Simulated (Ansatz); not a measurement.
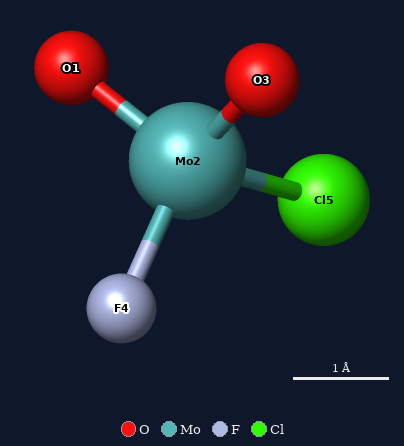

Figure 1. The input geometry (ball-and-stick view, seen at a tilt; atoms are numbered from 1 in the order of the input). Sticks mark near contacts.

MoClO₂F: molecular dynamics

System: MoClO₂F, SMILES [O]=[Mo](=[O])([F])[Cl].
Method: RKS BLYP-d4/def2-SVP (Ansatz 0.2.0).

The geometry comes from this level: PBE0-D4/def2-TZVP. Figures and captions count atoms from 1; the log counts them from 0 in places.

**The program's output**
```
Functional definition: BLYP
  name "BLYP"
  cite "Becke, Phys. Rev. A 38, 3098 (1988) doi:10.1103/PhysRevA.38.3098"
  cite "Lee, Yang & Parr, Phys. Rev. B 37, 785 (1988) doi:10.1103/PhysRevB.37.785"
  parameter beta = 0.0042
  parameter a = 0.04918
  parameter b = 0.132
  parameter c = 0.2533
  parameter d = 0.349
  exchange = b88_x(beta = beta)
  correlation = lyp_c(a = a, b = b, c = c, d = d)
932 factors; their error is unknown
mean field evaluation 1: about -21166.5015 eV, gradient 1.0e2 eV
mean field evaluation 2: about -20778.5614 eV, gradient 3.4e2 eV
mean field evaluation 4: about -21180.5589 eV, gradient 4.9e1 eV
mean field evaluation 8: about -21184.7484 eV, gradient 4.8e0 eV
mean field evaluation 16: about -21184.7490 eV, gradient 8.9e-4 eV
mean field -21184.74902792 eV, -778.5251672374 hartree, gradient 2.0e-5 eV, S^2 0.000000; 0 other end points of the search recorded, 0 dependent functions left out
the calculation of the forces begins
reference -21184.74940706 eV, -778.5251811706 hartree; 28, 28 occupied and 63, 63 virtual orbitals, 932 factors
md step     0: t =     0.00 fs  T =   300.0 K  F+E_penalty+E_count = -21185.08220428 eV  E_kin = 0.116334 eV  conserved = -21184.96587028 eV  (32 SCF iters)
these checks for a lower state are left out or cut short: starts, cluster_reference, orbital_swaps, neighbouring_geometries, increment
932 factors; their error is unknown
mean field -21184.75450880 eV, -778.5253686560 hartree, gradient 2.1e-5 eV, S^2 0.000000; 0 other end points of the search recorded, 0 dependent functions left out
[... from here on the field's lines of each further geometry are left out, up to the last ...]
md step     1: t =     0.50 fs  T =   313.7 K  F+E_penalty+E_count = -21185.08753857 eV  E_kin = 0.121653 eV  conserved = -21184.96588551 eV  (34 SCF iters)
md step     2: t =     1.00 fs  T =   327.4 K  F+E_penalty+E_count = -21185.09285914 eV  E_kin = 0.126959 eV  conserved = -21184.96589978 eV  (34 SCF iters)
md step     3: t =     1.50 fs  T =   340.4 K  F+E_penalty+E_count = -21185.09792712 eV  E_kin = 0.132015 eV  conserved = -21184.96591259 eV  (34 SCF iters)
md step     4: t =     2.00 fs  T =   352.3 K  F+E_penalty+E_count = -21185.10252563 eV  E_kin = 0.136602 eV  conserved = -21184.96592351 eV  (34 SCF iters)
md step     5: t =     2.50 fs  T =   362.4 K  F+E_penalty+E_count = -21185.10646623 eV  E_kin = 0.140534 eV  conserved = -21184.96593231 eV  (34 SCF iters)
md step     6: t =     3.00 fs  T =   370.5 K  F+E_penalty+E_count = -21185.10959343 eV  E_kin = 0.143655 eV  conserved = -21184.96593883 eV  (34 SCF iters)
md step     7: t =     3.50 fs  T =   376.1 K  F+E_penalty+E_count = -21185.11178765 eV  E_kin = 0.145845 eV  conserved = -21184.96594300 eV  (34 SCF iters)
md step     8: t =     4.00 fs  T =   379.1 K  F+E_penalty+E_count = -21185.11296670 eV  E_kin = 0.147022 eV  conserved = -21184.96594483 eV  (34 SCF iters)
md step     9: t =     4.50 fs  T =   379.4 K  F+E_penalty+E_count = -21185.11308608 eV  E_kin = 0.147142 eV  conserved = -21184.96594437 eV  (34 SCF iters)
md step    10: t =     5.00 fs  T =   377.0 K  F+E_penalty+E_count = -21185.11213828 eV  E_kin = 0.146197 eV  conserved = -21184.96594175 eV  (34 SCF iters)
md step    11: t =     5.50 fs  T =   371.9 K  F+E_penalty+E_count = -21185.11015117 eV  E_kin = 0.144214 eV  conserved = -21184.96593711 eV  (34 SCF iters)
md step    12: t =     6.00 fs  T =   364.3 K  F+E_penalty+E_count = -21185.10718575 eV  E_kin = 0.141255 eV  conserved = -21184.96593063 eV  (34 SCF iters)
md step    13: t =     6.50 fs  T =   354.4 K  F+E_penalty+E_count = -21185.10333335 eV  E_kin = 0.137411 eV  conserved = -21184.96592254 eV  (35 SCF iters)
md step    14: t =     7.00 fs  T =   342.5 K  F+E_penalty+E_count = -21185.09871215 eV  E_kin = 0.132799 eV  conserved = -21184.96591309 eV  (35 SCF iters)
md step    15: t =     7.50 fs  T =   329.0 K  F+E_penalty+E_count = -21185.09346344 eV  E_kin = 0.127561 eV  conserved = -21184.96590251 eV  (35 SCF iters)
md step    16: t =     8.00 fs  T =   314.2 K  F+E_penalty+E_count = -21185.08774738 eV  E_kin = 0.121856 eV  conserved = -21184.96589111 eV  (35 SCF iters)
md step    17: t =     8.50 fs  T =   298.8 K  F+E_penalty+E_count = -21185.08173849 eV  E_kin = 0.115859 eV  conserved = -21184.96587916 eV  (34 SCF iters)
md step    18: t =     9.00 fs  T =   283.0 K  F+E_penalty+E_count = -21185.07562084 eV  E_kin = 0.109754 eV  conserved = -21184.96586699 eV  (33 SCF iters)
md step    19: t =     9.50 fs  T =   267.5 K  F+E_penalty+E_count = -21185.06958316 eV  E_kin = 0.103728 eV  conserved = -21184.96585493 eV  (35 SCF iters)
the calculation of the forces begins
reference -21184.73861355 eV, -778.5247845162 hartree; 28, 28 occupied and 63, 63 virtual orbitals, 932 factors
932 factors; their error is unknown
mean field evaluation 192: about -21183.8777 eV, gradient 2.0e1 eV
mean field -21184.73823206 eV, -778.5247704967 hartree, gradient 2.3e-5 eV, S^2 0.000000; 1 other end points of the search recorded, 0 dependent functions left out
the calculation of the forces begins
reference -21184.73861355 eV, -778.5247845162 hartree; 28, 28 occupied and 63, 63 virtual orbitals, 932 factors
md step    20: t =    10.00 fs  T =   252.6 K  F+E_penalty+E_count = -21185.06381366 eV  E_kin = 0.097970 eV  conserved = -21184.96584321 eV  (35 SCF iters)
```

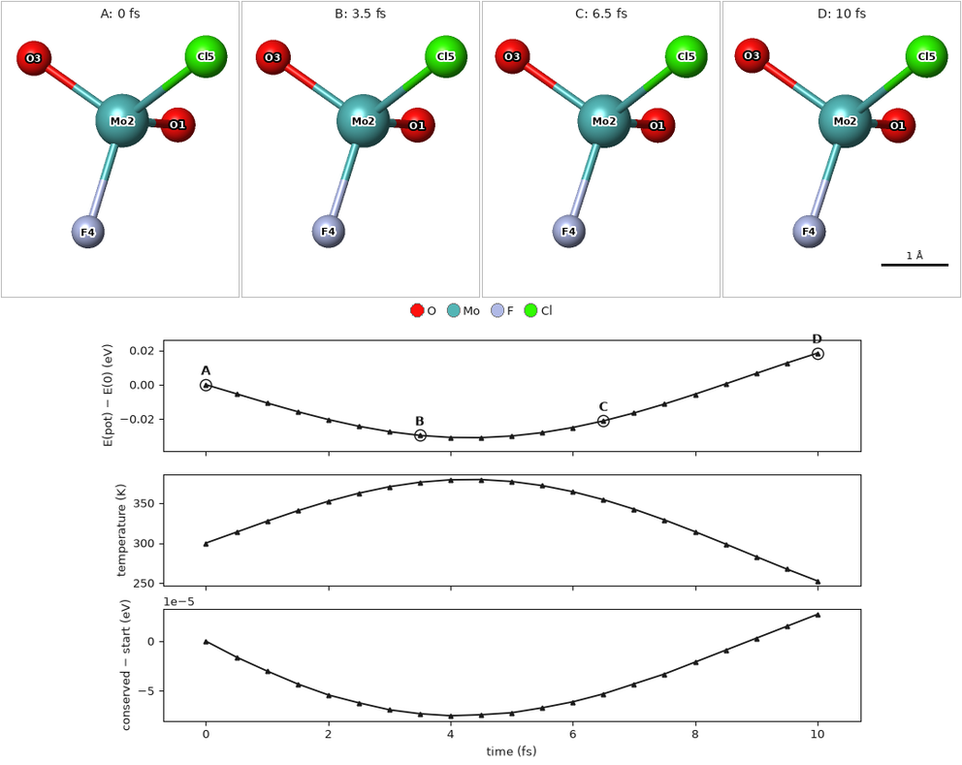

Figure 2. Frames of the molecular dynamics (ball-and-stick, seen at a tilt) above the curves, on which the letters mark them. The trajectory kept here has 21 frames over 10 fs. The temperature starts at 300 K, ranges from 253 to 379 K and averages 323 K over the second half. The potential energy ends 0.018 eV above its first value. The conserved quantity stays within 0.0001 eV. After an unweighted best fit of the last frame on the first, the root-mean-square displacement is 0.04 Å.

```
Total energy: -21185.06419515 eV, -778.5367494194 hartree
Atom 0 at    -0.547982    -0.218117     1.637882 Å, force    -0.106123     0.261475    -0.367142 eV/Å
Atom 1 at    -0.010605    -0.089468     0.026271 Å, force     2.762023    -1.824414     1.187703 eV/Å
Atom 2 at     1.561260    -0.869250     0.024554 Å, force    -2.125631     1.119669    -0.173396 eV/Å
Atom 3 at    -1.134384    -1.003940    -1.095542 Å, force    -0.559118    -0.366408    -0.495235 eV/Å
Atom 4 at     0.251972     2.036934    -0.613812 Å, force     0.028848     0.809677    -0.151931 eV/Å
Dipole moment:    -0.162645     0.235960    -0.205773 e Å
```

**Trajectory as extended XYZ (Å, eV, eV/Å), 21 frames, from step=0 to step=20**
```
5
Properties=species:S:1:pos:R:3:forces:R:3 step=0 time_fs=0.0 energy=-21185.08220 temperature=300.0
O    -0.5505   -0.1624    1.5911   -0.7059  -0.0859   2.0009
Mo    0.0063   -0.1038    0.0254   -0.7110   0.6758  -1.2212
O     1.4964   -0.8415    0.0237    1.8991  -0.9501   0.0062
F    -1.1442   -1.0040   -1.0870   -0.5729  -0.4567  -0.5502
Cl    0.2420    2.0380   -0.5946    0.0906   0.8169  -0.2356
5
Properties=species:S:1:pos:R:3:forces:R:3 step=1 time_fs=0.5 energy=-21185.08754 temperature=313.7
O    -0.5494   -0.1652    1.5912   -0.7276  -0.0775   2.0265
Mo    0.0052   -0.1030    0.0256   -0.4179   0.5495  -1.2122
O     1.4993   -0.8428    0.0238    1.6610  -0.8286  -0.0041
F    -1.1429   -1.0034   -1.0866   -0.6035  -0.4753  -0.5752
Cl    0.2425    2.0374   -0.5955    0.0879   0.8320  -0.2349
5
Properties=species:S:1:pos:R:3:forces:R:3 step=2 time_fs=1.0 energy=-21185.09286 temperature=327.4
O    -0.5485   -0.1680    1.5915   -0.7420  -0.0682   2.0309
Mo    0.0041   -0.1022    0.0258   -0.1239   0.4161  -1.1845
O     1.5025   -0.8442    0.0240    1.4121  -0.7016  -0.0147
F    -1.1417   -1.0028   -1.0864   -0.6314  -0.4918  -0.5978
Cl    0.2429    2.0368   -0.5963    0.0851   0.8455  -0.2338
5
Properties=species:S:1:pos:R:3:forces:R:3 step=3 time_fs=1.5 energy=-21185.09793 temperature=340.4
O    -0.5477   -0.1708    1.5922   -0.7490  -0.0578   2.0138
Mo    0.0029   -0.1014    0.0259    0.1673   0.2773  -1.1381
O     1.5060   -0.8457    0.0241    1.1557  -0.5707  -0.0255
F    -1.1405   -1.0023   -1.0862   -0.6563  -0.5061  -0.6179
Cl    0.2434    2.0363   -0.5971    0.0822   0.8573  -0.2323
5
Properties=species:S:1:pos:R:3:forces:R:3 step=4 time_fs=2.0 energy=-21185.10253 temperature=352.3
O    -0.5469   -0.1736    1.5932   -0.7486  -0.0463   1.9757
Mo    0.0018   -0.1006    0.0261    0.4521   0.1347  -1.0736
O     1.5096   -0.8473    0.0242    0.8954  -0.4378  -0.0365
F    -1.1394   -1.0019   -1.0860   -0.6782  -0.5182  -0.6352
Cl    0.2439    2.0359   -0.5980    0.0793   0.8675  -0.2304
5
Properties=species:S:1:pos:R:3:forces:R:3 step=5 time_fs=2.5 energy=-21185.10647 temperature=362.4
O    -0.5463   -0.1765    1.5945   -0.7410  -0.0336   1.9170
Mo    0.0007   -0.0997    0.0261    0.7274  -0.0104  -0.9916
O     1.5133   -0.8489    0.0244    0.6342  -0.3043  -0.0475
F    -1.1384   -1.0015   -1.0860   -0.6968  -0.5278  -0.6497
Cl    0.2443    2.0355   -0.5989    0.0762   0.8761  -0.2281
5
Properties=species:S:1:pos:R:3:forces:R:3 step=6 time_fs=3.0 energy=-21185.10959 temperature=370.5
O    -0.5458   -0.1793    1.5960   -0.7266  -0.0197   1.8387
Mo   -0.0003   -0.0989    0.0262    0.9905  -0.1566  -0.8935
O     1.5171   -0.8506    0.0245    0.3750  -0.1717  -0.0585
F    -1.1375   -1.0012   -1.0861   -0.7120  -0.5349  -0.6613
Cl    0.2448    2.0352   -0.5998    0.0731   0.8829  -0.2255
5
Properties=species:S:1:pos:R:3:forces:R:3 step=7 time_fs=3.5 energy=-21185.11179 temperature=376.1
O    -0.5455   -0.1822    1.5979   -0.7056  -0.0047   1.7420
Mo   -0.0014   -0.0981    0.0262    1.2390  -0.3027  -0.7804
O     1.5210   -0.8524    0.0246    0.1204  -0.0413  -0.0694
F    -1.1367   -1.0010   -1.0862   -0.7238  -0.5395  -0.6698
Cl    0.2453    2.0349   -0.6007    0.0700   0.8881  -0.2225
5
Properties=species:S:1:pos:R:3:forces:R:3 step=8 time_fs=4.0 energy=-21185.11297 temperature=379.1
O    -0.5452   -0.1850    1.6000   -0.6786   0.0115   1.6284
Mo   -0.0024   -0.0973    0.0263    1.4711  -0.4475  -0.6540
O     1.5249   -0.8541    0.0247   -0.1275   0.0857  -0.0801
F    -1.1360   -1.0008   -1.0864   -0.7319  -0.5414  -0.6752
Cl    0.2458    2.0347   -0.6016    0.0668   0.8917  -0.2192
5
Properties=species:S:1:pos:R:3:forces:R:3 step=9 time_fs=4.5 energy=-21185.11309 temperature=379.4
O    -0.5450   -0.1878    1.6024   -0.6460   0.0288   1.4995
Mo   -0.0034   -0.0965    0.0263    1.6854  -0.5901  -0.5161
O     1.5288   -0.8558    0.0248   -0.3666   0.2084  -0.0906
F    -1.1354   -1.0007   -1.0867   -0.7365  -0.5408  -0.6774
Cl    0.2463    2.0346   -0.6026    0.0637   0.8935  -0.2155
5
Properties=species:S:1:pos:R:3:forces:R:3 step=10 time_fs=5.0 energy=-21185.11214 temperature=377.0
O    -0.5449   -0.1907    1.6050   -0.6086   0.0472   1.3572
Mo   -0.0043   -0.0957    0.0262    1.8808  -0.7296  -0.3687
O     1.5326   -0.8575    0.0249   -0.5953   0.3260  -0.1007
F    -1.1348   -1.0007   -1.0871   -0.7374  -0.5374  -0.6763
Cl    0.2468    2.0345   -0.6035    0.0605   0.8938  -0.2114
5
Properties=species:S:1:pos:R:3:forces:R:3 step=11 time_fs=5.5 energy=-21185.11015 temperature=371.9
O    -0.5449   -0.1935    1.6077   -0.5668   0.0666   1.2034
Mo   -0.0052   -0.0950    0.0262    2.0566  -0.8652  -0.2138
O     1.5364   -0.8591    0.0249   -0.8123   0.4377  -0.1105
F    -1.1344   -1.0007   -1.0876   -0.7347  -0.5314  -0.6720
Cl    0.2473    2.0344   -0.6045    0.0573   0.8924  -0.2070
5
Properties=species:S:1:pos:R:3:forces:R:3 step=12 time_fs=6.0 energy=-21185.10719 temperature=364.3
O    -0.5450   -0.1963    1.6107   -0.5215   0.0867   1.0401
Mo   -0.0061   -0.0942    0.0262    2.2124  -0.9963  -0.0535
O     1.5400   -0.8607    0.0250   -1.0166   0.5430  -0.1198
F    -1.1340   -1.0008   -1.0882   -0.7284  -0.5228  -0.6645
Cl    0.2478    2.0345   -0.6055    0.0542   0.8894  -0.2023
5
Properties=species:S:1:pos:R:3:forces:R:3 step=13 time_fs=6.5 energy=-21185.10333 temperature=354.4
O    -0.5452   -0.1991    1.6138   -0.4733   0.1076   0.8695
Mo   -0.0069   -0.0935    0.0262    2.3480  -1.1223   0.1102
O     1.5434   -0.8622    0.0250   -1.2073   0.6414  -0.1287
F    -1.1338   -1.0010   -1.0888   -0.7185  -0.5115  -0.6538
Cl    0.2483    2.0346   -0.6065    0.0510   0.8848  -0.1972
5
Properties=species:S:1:pos:R:3:forces:R:3 step=14 time_fs=7.0 energy=-21185.09871 temperature=342.5
O    -0.5454   -0.2019    1.6171   -0.4228   0.1291   0.6936
Mo   -0.0076   -0.0928    0.0261    2.4637  -1.2427   0.2751
O     1.5467   -0.8636    0.0250   -1.3837   0.7327  -0.1370
F    -1.1336   -1.0013   -1.0895   -0.7051  -0.4977  -0.6398
Cl    0.2488    2.0347   -0.6075    0.0479   0.8786  -0.1918
5
Properties=species:S:1:pos:R:3:forces:R:3 step=15 time_fs=7.5 energy=-21185.09346 temperature=329.0
O    -0.5458   -0.2047    1.6205   -0.3706   0.1511   0.5144
Mo   -0.0083   -0.0922    0.0261    2.5597  -1.3570   0.4392
O     1.5498   -0.8649    0.0250   -1.5454   0.8165  -0.1447
F    -1.1335   -1.0016   -1.0904   -0.6883  -0.4814  -0.6228
Cl    0.2493    2.0350   -0.6085    0.0447   0.8708  -0.1860
5
Properties=species:S:1:pos:R:3:forces:R:3 step=16 time_fs=8.0 energy=-21185.08775 temperature=314.2
O    -0.5461   -0.2074    1.6239   -0.3175   0.1732   0.3338
Mo   -0.0089   -0.0916    0.0261    2.6364  -1.4648   0.6007
O     1.5526   -0.8660    0.0249   -1.6921   0.8927  -0.1518
F    -1.1335   -1.0019   -1.0912   -0.6683  -0.4626  -0.6028
Cl    0.2499    2.0352   -0.6095    0.0415   0.8615  -0.1799
5
Properties=species:S:1:pos:R:3:forces:R:3 step=17 time_fs=8.5 energy=-21185.08174 temperature=298.8
O    -0.5465   -0.2101    1.6274   -0.2640   0.1955   0.1538
Mo   -0.0094   -0.0910    0.0261    2.6944  -1.5658   0.7578
O     1.5552   -0.8671    0.0249   -1.8235   0.9612  -0.1582
F    -1.1336   -1.0023   -1.0922   -0.6452  -0.4417  -0.5799
Cl    0.2504    2.0356   -0.6106    0.0384   0.8507  -0.1734
5
Properties=species:S:1:pos:R:3:forces:R:3 step=18 time_fs=9.0 energy=-21185.07562 temperature=283.0
O    -0.5470   -0.2128    1.6309   -0.2106   0.2178  -0.0241
Mo   -0.0099   -0.0904    0.0261    2.7342  -1.6596   0.9089
O     1.5575   -0.8680    0.0248   -1.9396   1.0218  -0.1640
F    -1.1338   -1.0028   -1.0933   -0.6192  -0.4185  -0.5542
Cl    0.2509    2.0360   -0.6117    0.0352   0.8385  -0.1666
5
Properties=species:S:1:pos:R:3:forces:R:3 step=19 time_fs=9.5 energy=-21185.06958 temperature=267.5
O    -0.5475   -0.2155    1.6344   -0.1578   0.2398  -0.1982
Mo   -0.0103   -0.0899    0.0262    2.7565  -1.7459   1.0527
O     1.5595   -0.8687    0.0247   -2.0403   1.0747  -0.1691
F    -1.1341   -1.0034   -1.0944   -0.5904  -0.3934  -0.5259
Cl    0.2514    2.0364   -0.6127    0.0320   0.8248  -0.1594
5
Properties=species:S:1:pos:R:3:forces:R:3 step=20 time_fs=10.0 energy=-21185.06381 temperature=252.6
O    -0.5480   -0.2181    1.6379   -0.1061   0.2615  -0.3671
Mo   -0.0106   -0.0895    0.0263    2.7620  -1.8244   1.1877
O     1.5613   -0.8692    0.0246   -2.1256   1.1197  -0.1734
F    -1.1344   -1.0039   -1.0955   -0.5591  -0.3664  -0.4952
Cl    0.2520    2.0369   -0.6138    0.0288   0.8097  -0.1519
```

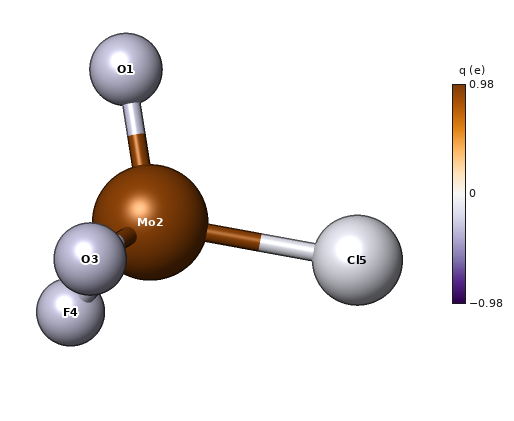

Figure 3. Mulliken charges, as the colour of each atom (ball-and-stick view, seen at a tilt; atoms are numbered from 1 in the order of the input). By element: O −0.29 to −0.27, Mo +0.93, F −0.27 and Cl −0.11 e.

The run was set up as follows.

**The input**
```yaml
crystal:
  periodic: [false, false, false]
  atoms:
    - {symbol: O, position_ang: [-0.550499, -0.162399, 1.591086]}
    - {symbol: Mo, position_ang: [0.006268, -0.103759, 0.025437]}
    - {symbol: O, position_ang: [1.496361, -0.841528, 0.023675]}
    - {symbol: F, position_ang: [-1.144242, -1.004011, -1.086958]}
    - {symbol: Cl, position_ang: [0.242013, 2.037996, -0.594639]}
basis:
  gaussian: {orbitals: def2-SVP}
hamiltonian: {xc: {name: BLYP}, dispersion: d4}
md: {timestep: 0.5 fs, n_steps: 20, ensemble: nve, temperature: 300, initial_velocities: maxwell_boltzmann, seed: 776}
```

Launch command:
```bash
ansatz run in.yaml --threads 4 --pin off --events-out ev --progress --plain --max-ram 10444MiB
```

**Key numbers**

```json
{"quantity": "outcome", "value": "finished"}
{"quantity": "mean temperature over the second half", "value": "323 K"}
{"quantity": "trajectory", "value": "20 steps, 10 fs"}
{"quantity": "ensemble", "value": "nve"}
{"quantity": "temperature in the input", "value": "300 K"}
{"quantity": "time step", "value": "0.5 fs"}
{"quantity": "potential energy (last step)", "value": "−21185.0642 eV"}
{"quantity": "mean-field energy (last step)", "value": "−21184.7386 eV"}
{"quantity": "dispersion energy (last step)", "value": "−0.3256 eV"}
{"quantity": "SCF solution under orbital rotations (last step)", "value": "stable"}
{"quantity": "largest force (length of the vector) (last step)", "value": "3.517 eV/Å"}
{"quantity": "dipole moment (last step)", "value": "1.69 D"}
{"quantity": "hardware", "value": "4 threads of Arm Neoverse V1, 23 GiB of memory available, shared host"}
{"quantity": "wall time", "value": "21 s (CPU time 74 s)"}
{"quantity": "peak memory", "value": "0.14 GiB"}
```

So short a trajectory is not equilibrated.
